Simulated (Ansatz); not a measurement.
# Cl2F3HSi2: small, medium and large basis sets

Aim: see how fast density functionals and correlated methods converge with the basis set for Cl2F3HSi2.

Method: one geometry, several basis sets; program: Ansatz 0.2.0, Gaussian basis.

Levels to be run: PBE0-D4/def2-SVP; ωB97M-V/def2-SVP; PBE0-D4/def2-QZVPP; ωB97M-V/def2-QZVPP; CCSD(T)/cc-pV(D+d)Z; CCSD(T)/cc-pV(T+d)Z; MP2/cc-pV(Q+d)Z; the functionals' def2-TZVPP values are taken from earlier runs.

## Step 1: The geometry

All runs share one geometry, relaxed beforehand with PBE0-D4 in a triple-zeta def2 set.

SMILES `F[Si](F)(F)[SiH](Cl)Cl`, 8 atoms, charge 0, spin multiplicity 1.

Atoms are counted from 1 here; the program's logs count them from 0.

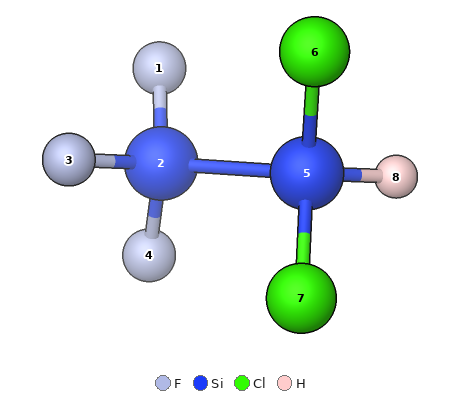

The geometry (fluorine light blue, silicon blue, chlorine green, hydrogen pink); atoms are numbered from 1 in the order of the file.

## Step 2: PBE0-D4 in def2-SVP

File in.yaml:

```yaml
crystal:
  periodic: [false, false, false]
  atoms:
    - {symbol: F, position_ang: [0.671874, -1.093906, 1.925900]}
    - {symbol: Si, position_ang: [0.859506, -0.726712, 0.402624]}
    - {symbol: F, position_ang: [2.234477, 0.029156, 0.253046]}
    - {symbol: F, position_ang: [0.960268, -2.079427, -0.403838]}
    - {symbol: Si, position_ang: [-0.908657, 0.586037, -0.371590]}
    - {symbol: Cl, position_ang: [-0.937225, 2.304468, 0.728180]}
    - {symbol: Cl, position_ang: [-0.563625, 0.998463, -2.339882]}
    - {symbol: H, position_ang: [-2.224417, -0.075180, -0.250341]}
basis:
  gaussian: {orbitals: def2-SVP}
hamiltonian: {xc: pbe0, dispersion: d4}
output: {orbitals: {seedname: orbitals}}
```

Command:

```console
$ ansatz run in.yaml --threads 2 --pin off --events-out ev --progress --plain --max-ram 32768MiB --backend cpu
```

Output:

```text
Functional definition: PBE0
  name "PBE0"
  cite "Adamo & Barone, J. Chem. Phys. 110, 6158 (1999) doi:10.1063/1.478522"
  cite "Perdew, Burke & Ernzerhof, Phys. Rev. Lett. 77, 3865 (1996) doi:10.1103/PhysRevLett.77.3865"
  parent pbe
  parameter a = 0.25
  parameter kappa = 0.804
  parameter beta = 0.06672455060314922
  exchange = (1 - a)*pbe_x(kappa = kappa, mu = beta*pi^2/3) + a*exact_x
  correlation = pbe_c(beta = beta)
1080 factors; integrals over basis functions are off by at most 9.4e-4 eV
mean field evaluation 1: about -48929.8113 eV, gradient 4.7e1 eV
mean field evaluation 2: about -48926.1139 eV, gradient 6.8e1 eV
mean field evaluation 4: about -48933.1891 eV, gradient 6.3e-1 eV
mean field evaluation 8: about -48933.2354 eV, gradient 7.6e-2 eV
mean field evaluation 16: about -48933.2354 eV, gradient 3.7e-5 eV
mean field -48933.23538620 eV, -1798.2632323046 hartree, gradient 3.7e-5 eV, S^2 0.000000; 0 other end points of the search recorded, 0 dependent functions left out
reference -48933.23541016 eV, -1798.2632331850 hartree; 45, 45 occupied and 74, 74 virtual orbitals, 1080 factors
Total energy: -48933.49410345 eV, -1798.2727399884 hartree
```

Wall time 2.2 s (2 threads of AMD EPYC 7R13, shared host).

## Step 3: ωB97M-V in def2-SVP

in.yaml, as its differences from that of step 2:

```diff
@@ -13,3 +13,3 @@
   gaussian: {orbitals: def2-SVP}
-hamiltonian: {xc: pbe0, dispersion: d4}
+hamiltonian: {xc: {name: wB97M-V}}
 output: {orbitals: {seedname: orbitals}}
```

Launched as before.

Output, shortened:

```text
Functional definition: wB97M-V
  name "wB97M-V"
  cite "Mardirossian & Head-Gordon, J. Chem. Phys. 144, 214110 (2016) doi:10.1063/1.4952647"
  cite "Becke, J. Chem. Phys. 107, 8554 (1997) doi:10.1063/1.475007"
  cite "Vydrov & Van Voorhis, J. Chem. Phys. 133, 244103 (2010) doi:10.1063/1.3521275"
  # Of w^i u^j: cxij and so on, Table III.
[...]
  gx(w, u) = 1 - cx + cx01*u + cx10*w
  gss(w, u) = css00 + css04*u^4 + css10*w + css20*w^2 + css43*w^4*u^3
  gos(w, u) = cos00 + cos10*w + (cos20 + cos21*u)*w^2 + (cos60 + cos61*u)*w^6
[...]
      + integral(e_c_pw_mod_opposite_spin*gos(b97_w_opposite, b97_u_opposite)) + vv10(b, c)
1080 factors; integrals over basis functions are off by at most 9.4e-4 eV
293 factors; integrals over basis functions are off by at most 5.1e-6 eV
[...]
mean field -48951.85579269 eV, -1798.9475196217 hartree, gradient 1.3e-5 eV, S^2 0.000000; 0 other end points of the search recorded, 0 dependent functions left out
reference -48951.85582895 eV, -1798.9475209544 hartree; 45, 45 occupied and 74, 74 virtual orbitals, 1080 factors
Total energy: -48951.85582895 eV, -1798.9475209544 hartree
```

It took 8 s on 2 threads of AMD EPYC 7R13, shared host.

## Step 4: PBE0-D4 in def2-QZVPP

in.yaml, as its differences from that of step 3:

```diff
@@ -12,4 +12,4 @@
 basis:
-  gaussian: {orbitals: def2-SVP}
-hamiltonian: {xc: {name: wB97M-V}}
+  gaussian: {orbitals: "def2-QZVPP.json"}
+hamiltonian: {xc: pbe0, dispersion: d4}
 output: {orbitals: {seedname: orbitals}}
```

Command:

```console
$ ansatz run in.yaml --threads 2 --pin off --events-out ev --progress --plain --max-ram 32768MiB --backend cuda --devices 0, --max-vram 18GiB
```

Output:

```text
Functional definition: PBE0
  name "PBE0"
  cite "Adamo & Barone, J. Chem. Phys. 110, 6158 (1999) doi:10.1063/1.478522"
  cite "Perdew, Burke & Ernzerhof, Phys. Rev. Lett. 77, 3865 (1996) doi:10.1103/PhysRevLett.77.3865"
  parent pbe
  parameter a = 0.25
  parameter kappa = 0.804
  parameter beta = 0.06672455060314922
  exchange = (1 - a)*pbe_x(kappa = kappa, mu = beta*pi^2/3) + a*exact_x
  correlation = pbe_c(beta = beta)
2105 factors; their error is unknown
mean field evaluation 1: about -48956.4201 eV, gradient 5.3e1 eV
mean field evaluation 2: about -48952.2085 eV, gradient 7.9e1 eV
mean field evaluation 4: about -48960.0884 eV, gradient 1.5e0 eV
mean field evaluation 8: about -48960.1391 eV, gradient 3.6e-2 eV
mean field -48960.13905813 eV, -1799.2519240119 hartree, gradient 6.0e-5 eV, S^2 0.000000; 0 other end points of the search recorded, 0 dependent functions left out
reference -48960.13909389 eV, -1799.2519253261 hartree; 45, 45 occupied and 436, 436 virtual orbitals, 2105 factors
Total energy: -48960.39778719 eV, -1799.2614321295 hartree
```

Run time: 14 s. Hardware: 1 × H100 (card shared with other runs) with 2 threads of AMD EPYC 7R13, shared host; peak host memory 1.1 GiB.

## Step 5: ωB97M-V in def2-QZVPP

in.yaml, as its differences from that of step 4:

```diff
@@ -13,3 +13,3 @@
   gaussian: {orbitals: "def2-QZVPP.json"}
-hamiltonian: {xc: pbe0, dispersion: d4}
+hamiltonian: {xc: {name: wB97M-V}}
 output: {orbitals: {seedname: orbitals}}
```

Launched as before.

Output, shortened:

```text
Functional definition: wB97M-V
  name "wB97M-V"
  cite "Mardirossian & Head-Gordon, J. Chem. Phys. 144, 214110 (2016) doi:10.1063/1.4952647"
  cite "Becke, J. Chem. Phys. 107, 8554 (1997) doi:10.1063/1.475007"
  cite "Vydrov & Van Voorhis, J. Chem. Phys. 133, 244103 (2010) doi:10.1063/1.3521275"
  # Of w^i u^j: cxij and so on, Table III.
[...]
  gx(w, u) = 1 - cx + cx01*u + cx10*w
  gss(w, u) = css00 + css04*u^4 + css10*w + css20*w^2 + css43*w^4*u^3
  gos(w, u) = cos00 + cos10*w + (cos20 + cos21*u)*w^2 + (cos60 + cos61*u)*w^6
[...]
      + integral(e_c_pw_mod_opposite_spin*gos(b97_w_opposite, b97_u_opposite)) + vv10(b, c)
2033 factors; their error is unknown
321 factors; integrals over basis functions are off by at most 2.5e-5 eV
[...]
mean field -48978.70484340 eV, -1799.9342040364 hartree, gradient 7.4e-5 eV, S^2 0.000000; 0 other end points of the search recorded, 0 dependent functions left out
reference -48978.70490199 eV, -1799.9342061897 hartree; 45, 45 occupied and 436, 436 virtual orbitals, 2033 factors
Total energy: -48978.70490199 eV, -1799.9342061897 hartree
```

It took 18 s on 1 × H100 (card shared with other runs) with 2 threads of AMD EPYC 7R13, shared host; peak host memory 1.1 GiB.

## Step 6: Functionals by basis

The def2-TZVPP values come from earlier runs at the same geometry.

```
functional       basis  functions  energy (eV)  from the largest (eV)  HOMO (eV)  LUMO (eV)
   PBE0-D4    def2-SVP        119  -48933.4941                 26.904      -8.88      -0.79
   PBE0-D4  def2-TZVPP        275  -48958.6554                  1.742      -8.98      -1.08
   PBE0-D4  def2-QZVPP        481  -48960.3978                  0.000      -9.02      -1.18
   ωB97M-V    def2-SVP        119  -48951.8558                 26.849     -10.92       1.19
   ωB97M-V  def2-TZVPP        275  -48977.0672                  1.638     -11.07       0.81
   ωB97M-V  def2-QZVPP        481  -48978.7049                  0.000     -11.11       0.61
```

## Step 7: CCSD(T) in cc-pV(D+d)Z

in.yaml, as its differences from that of step 5:

```diff
@@ -12,4 +12,3 @@
 basis:
-  gaussian: {orbitals: "def2-QZVPP.json"}
-hamiltonian: {xc: {name: wB97M-V}}
-output: {orbitals: {seedname: orbitals}}
+  gaussian: {orbitals: "cc-pV(D+d)Z.json"}
+correlation: {method: ccsd_t}
```

Same command.

Output, shortened:

```text
Functional definition: HF
  name "HF"
  cite "Fock, Z. Phys. 61, 126 (1930) doi:10.1007/BF01340294"
  parent pbe
[...]
1418 factors; integrals over basis functions are off by at most 1.0e-3 eV
[...]
mean field -48874.13124438 eV, -1796.0911951548 hartree, gradient 1.3e-6 eV, S^2 0.000000; 0 other end points of the search recorded, 0 dependent functions left out
23 core orbitals not correlated: weight in the atoms' cores, before any rotation towards them, 1.000 or more for the frozen orbitals, at most 0.000 for the correlated occupied ones
reference -48874.13124438 eV, -1796.0911951548 hartree; 22, 22 occupied and 94, 94 virtual orbitals, 1418 factors
second order -27.45032187 eV of doubles, -0.00000000 eV of singles
cycle   1  -27.91708533 eV  change   -4.7e-1 eV  update   1.2e-1
[...]
cycle   9  -28.60551420 eV  change   -8.9e-6 eV  update   1.3e-5
perturbative correction -0.58173393 eV, -0.0213783277 hartree
Total energy: -48903.31849250 eV, -1797.1638067397 hartree
```

Wall time 11 s (1 × H100 (card shared with other runs) with 2 threads of AMD EPYC 7R13, shared host); peak host memory 0.78 GiB.

## Step 8: CCSD(T) in cc-pV(T+d)Z

in.yaml, as its differences from that of step 7:

```diff
@@ -12,3 +12,4 @@
 basis:
-  gaussian: {orbitals: "cc-pV(D+d)Z.json"}
+  gaussian: {orbitals: "cc-pV(T+d)Z.json"}
 correlation: {method: ccsd_t}
+output: {orbitals: {seedname: orbitals}}
```

The command is unchanged.

Output, shortened:

```text
Functional definition: HF
  name "HF"
  cite "Fock, Z. Phys. 61, 126 (1930) doi:10.1007/BF01340294"
  parent pbe
[...]
1602 factors; integrals over basis functions are off by at most 8.8e-4 eV
[...]
mean field -48879.38113208 eV, -1796.2841249695 hartree, gradient 5.6e-6 eV, S^2 0.000000; 0 other end points of the search recorded, 0 dependent functions left out
23 core orbitals not correlated: weight in the atoms' cores, before any rotation towards them, 1.000 or more for the frozen orbitals, at most 0.000 for the correlated occupied ones
reference -48879.38113208 eV, -1796.2841249695 hartree; 22, 22 occupied and 215, 215 virtual orbitals, 1602 factors
second order -36.65746329 eV of doubles, -0.00000000 eV of singles
cycle   1  -36.91920835 eV  change   -2.6e-1 eV  update   1.2e-1
[...]
cycle   9  -37.78493860 eV  change   -2.2e-5 eV  update   1.6e-5
perturbative correction -1.32507475 eV, -0.0486955989 hartree
Total energy: -48918.49114543 eV, -1797.7213914504 hartree
```

Run time: 9 s. Hardware: 1 × H100 (card shared with other runs) with 2 threads of AMD EPYC 7R13, shared host; peak host memory 0.81 GiB.

## Step 9: MP2 in cc-pV(Q+d)Z

in.yaml, as its differences from that of step 8:

```diff
@@ -12,4 +12,3 @@
 basis:
-  gaussian: {orbitals: "cc-pV(T+d)Z.json"}
-correlation: {method: ccsd_t}
-output: {orbitals: {seedname: orbitals}}
+  gaussian: {orbitals: "cc-pV(Q+d)Z.json"}
+correlation: {method: mp2}
```

The command is unchanged.

Output:

```text
Functional definition: HF
  name "HF"
  cite "Fock, Z. Phys. 61, 126 (1930) doi:10.1007/BF01340294"
  parent pbe
  exchange = exact_x
  correlation = 0
2791 factors; integrals over basis functions are off by at most 8.0e-4 eV
mean field evaluation 1: about -48876.3465 eV, gradient 4.5e1 eV
mean field evaluation 2: about -48876.6057 eV, gradient 4.6e1 eV
mean field evaluation 4: about -48880.5224 eV, gradient 2.9e0 eV
mean field evaluation 8: about -48880.5800 eV, gradient 1.9e-1 eV
mean field -48880.58018492 eV, -1796.3281893485 hartree, gradient 8.7e-6 eV, S^2 0.000000; 0 other end points of the search recorded, 0 dependent functions left out
23 core orbitals not correlated: weight in the atoms' cores, before any rotation towards them, 1.000 or more for the frozen orbitals, at most 0.000 for the correlated occupied ones
reference -48880.58018492 eV, -1796.3281893485 hartree; 22, 22 occupied and 406, 406 virtual orbitals, 2791 factors
second order -40.18725539 eV of doubles, -0.00000000 eV of singles
Total energy: -48920.76744031 eV, -1797.8050437443 hartree
```

It took 9 s on 1 × H100 (card shared with other runs) with 2 threads of AMD EPYC 7R13, shared host; peak host memory 0.95 GiB.

The pieces so far (eV):

```
      basis           HF  MP2 correlation  CCSD correlation      (T)              total
cc-pV(D+d)Z  -48874.1312         -27.4503          -28.6055  -0.5817        -48903.3185
cc-pV(T+d)Z  -48879.3811         -36.6575          -37.7849  -1.3251        -48918.4911
cc-pV(Q+d)Z  -48880.5802         -40.1873                             -48920.7674 (MP2)
```

## Step 10: Extrapolating to the complete basis

No new run: Hartree-Fock is extrapolated as exp(−5.46√X) and correlation as X^−3.05, with X = 3 and 4; only MP2 was run in the larger set, so CCSD(T) minus MP2 is added from the smaller one.

```
  level  energy at the limit (eV)
     HF               -48880.9415
    MP2               -48923.6415
   CCSD               -48924.7690
CCSD(T)               -48926.0941
```

```
      basis  HF above its limit (eV)  share of the MP2 correlation limit (%)
cc-pV(D+d)Z                    6.810                                    64.3
cc-pV(T+d)Z                    1.560                                    85.8
cc-pV(Q+d)Z                    0.361                                    94.1
```

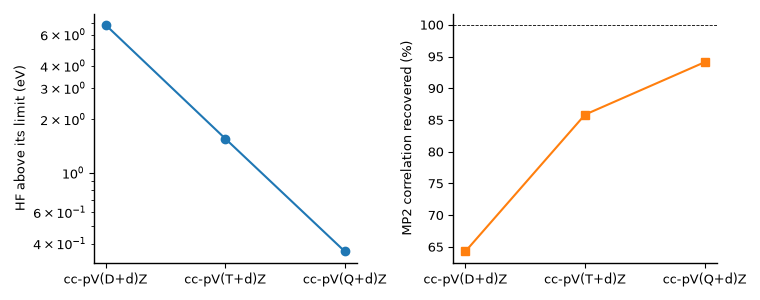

Hartree-Fock converges fast with the basis, correlation slowly.

## Step 11: Results

```
                                                                 quantity           value
                                   MP2 correlation recovered, cc-pV(D+d)Z          64.3 %
                                   MP2 correlation recovered, cc-pV(T+d)Z          85.8 %
                                   MP2 correlation recovered, cc-pV(Q+d)Z          94.1 %
CCSD(T) limit from def2 sets (earlier runs) less the limit of this series        -179 meV
                          PBE0-D4: double and triple zeta above quadruple  26.90, 1.74 eV
                          ωB97M-V: double and triple zeta above quadruple  26.85, 1.64 eV
```

In words: PBE0-D4 gains 25.16 eV from double to triple zeta, then 1.74 eV more. Correlation climbs from 64 % (cc-pV(D+d)Z) to 94 % (cc-pV(Q+d)Z) of the limit; Hartree-Fock is 0.361 eV from its own by then. A limit from the def2 sets, made apart, differs by 179 meV, a least measure of the doubt on such a limit. These are total energies; as a rule much of such shifts cancels in differences, which this series doesn't test. The LUMO of ωB97M-V is positive and keeps falling with the basis (1.19 to 0.61 eV): an unbound level that the basis holds in place.
